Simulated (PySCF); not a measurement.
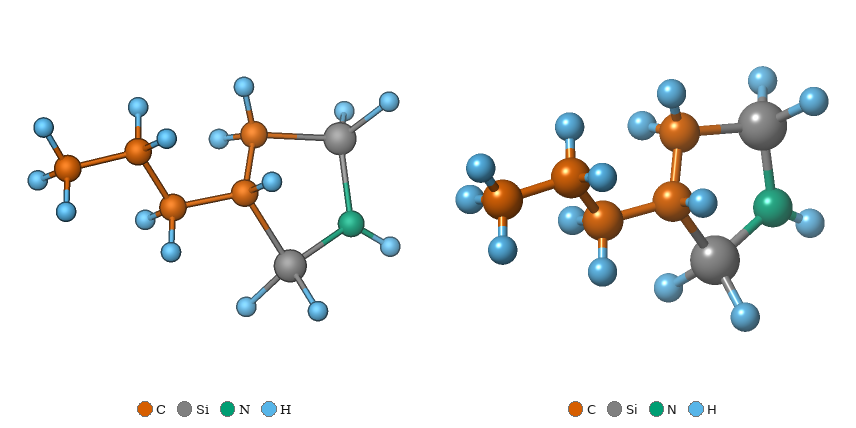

Both panels show the same species.

The computed structure is the end point of a PBE0-D3(BJ)/def2-SVP optimisation. No frequency run is at hand to confirm it as a minimum.

Question: Give the formula.

Answer: C₅H₁₅NSi₂, 23 atoms: 5 carbon, 15 hydrogen, 1 nitrogen and 2 silicon.

Question: What is the point group of this geometry?

Answer: C1.

Question: Count the bonded pairs by element.

Answer: 10 C–H, 4 C–C, 4 Si–H, 2 C–Si, 2 N–Si, 1 N–H.

Question: Name some functional groups or characteristic bonds that it holds.

Answer: Among them: Si–H bond, Si–N bond.

The parts below concern this one geometry. Atoms keep their numbers from picture to picture.

## Geometry

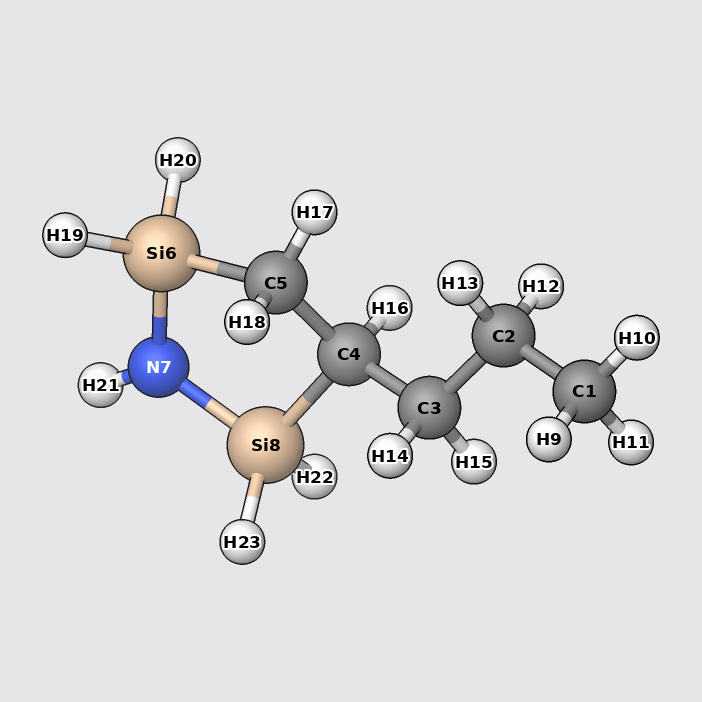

No frequency run is at hand to confirm it as a minimum.

Question: What is the geometry at C4?

Answer: C4 has 4 neighbours (C3 at 1.53, C5 at 1.54, Si8 at 1.90, H16 at 1.11 Å); the arrangement is tetrahedral.

Question: What is the geometry at Si6?

Answer: Si6 has 4 neighbours (C5 at 1.89, N7 at 1.74, H19 at 1.50, H20 at 1.50 Å); the arrangement is tetrahedral.

Question: Describe the coordination of atom 1.

Answer: C1 has 4 neighbours (C2 at 1.52, H9 at 1.10, H10 at 1.10, H11 at 1.10 Å); the arrangement is tetrahedral.

Question: How are the neighbours of atom 5 arranged?

Answer: C5 has 4 neighbours (C4 at 1.54, Si6 at 1.89, H17 at 1.10, H18 at 1.11 Å); the arrangement is tetrahedral.

Question: What is the dihedral angle C3–C4–C5–Si6?

Answer: 164° in size, that is anti.

## Excitation

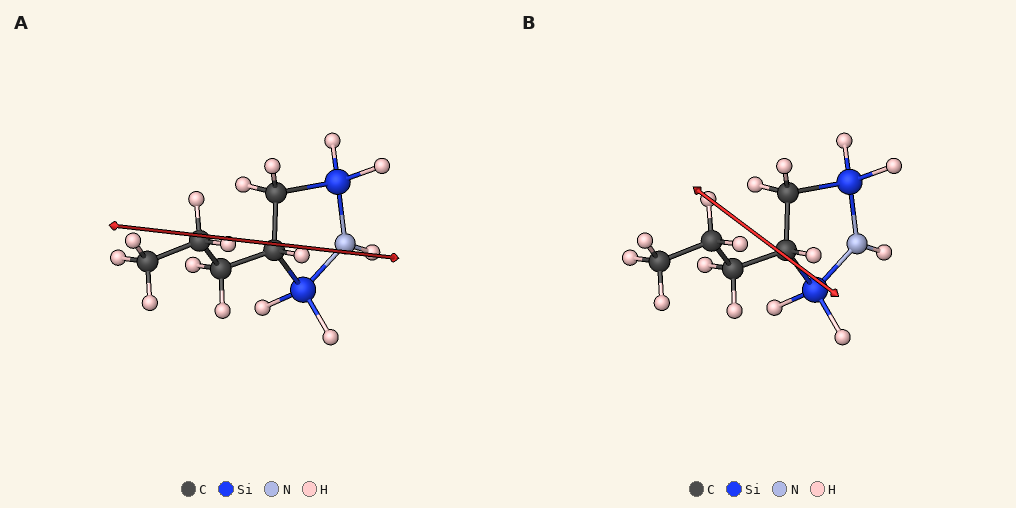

The double arrows show the directions of two transition dipoles from the ground state (lengths mean nothing). No frequency run is at hand to confirm it as a minimum. Properties computed with TDDFT CAM-B3LYP/def2-SVPD, vertical, gas phase, core orbitals frozen in the response (PySCF 2.14.0).

Question: One belongs to singlet state 5 and one to singlet state 8. Which is which?

Answer: A: state 8, 8.03 eV (154 nm), oscillator strength 0.065, of mixed character, with the largest part HOMO−1 → LUMO+3 (weight 0.35).
B: state 5, 7.61 eV (163 nm), oscillator strength 0.018, mainly HOMO−1 → LUMO+1 (weight 0.76).

## Quadrupole coupling

No frequency run is at hand to confirm it as a minimum. Electric field gradients from the ground-state density, PBE0/pcSseg-1 (PySCF 2.14.0), non-relativistic apart from any core potentials.

Give the largest field-gradient component, the quadrupole coupling constant and the asymmetry for 14N at N7 (Q = 20.44 mb), 2H at H9 (Q = 2.86 mb), 2H at H10 (Q = 2.86 mb), 2H at H11 (Q = 2.86 mb), 2H at H12 (Q = 2.86 mb).

```
atom  V_zz (a.u.)  e²qQ/h (MHz)     η
  N7       −0.768         −3.69  0.39
  H9        0.290         0.195  0.02
 H10        0.293         0.197  0.02
 H11        0.290         0.195  0.02
 H12        0.283         0.190  0.02
```

## Core levels

No frequency run is at hand to confirm it as a minimum. Properties computed with delta-SCF UKS SCAN, pcX-2 on the ionised atom, pcseg-1 elsewhere, spin-free X2C (PySCF 2.14.0).

Give the core-electron binding energies (to vacuum; p and d levels without spin–orbit splitting) of C1 1s, C2 1s, C3 1s, C4 1s, C5 1s, Si6 1s, Si6 2p, N7 1s, Si8 1s, Si8 2p.

```
atom  level  binding energy (eV)
  C1     1s                290.5
  C2     1s                290.4
  C3     1s                290.3
  C4     1s                289.9
  C5     1s                289.9
 Si6     1s               1846.4
 Si6     2p                106.7
  N7     1s                403.8
 Si8     1s               1846.3
 Si8     2p                106.6
```
